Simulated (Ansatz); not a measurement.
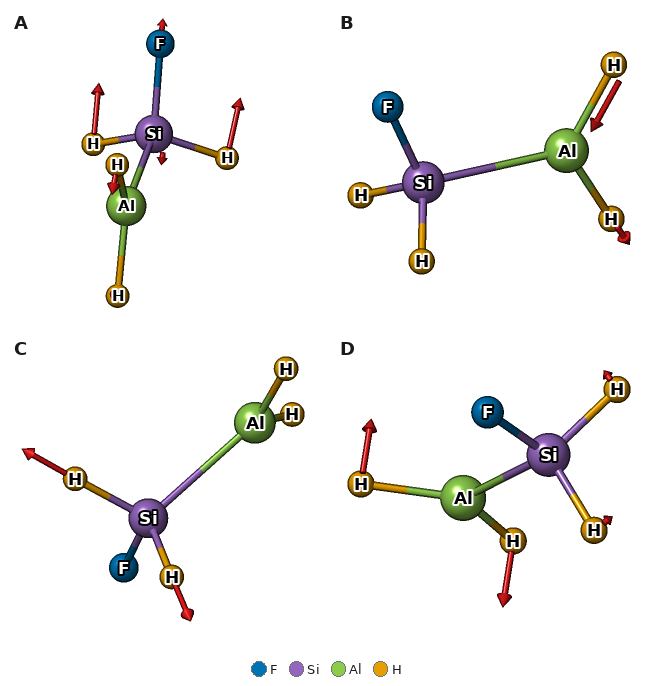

4 normal modes of one molecule or complex, as arrows. Harmonic vibrations computed with RKS PBE0-D4/def2-TZVP (Ansatz 0.2.0) at a stationary point of the same level.

### Match the panels to the wavenumbers 85 cm⁻¹, 879 cm⁻¹, 1929 cm⁻¹, 2189 cm⁻¹.

A: 879 cm⁻¹
B: 1929 cm⁻¹, out-of-phase stretching of 2 Al–H bonds
C: 2189 cm⁻¹, in-phase stretching of 2 Si–H bonds
D: 85 cm⁻¹, a torsion or out-of-plane motion in which bond lengths and bond angles hardly change
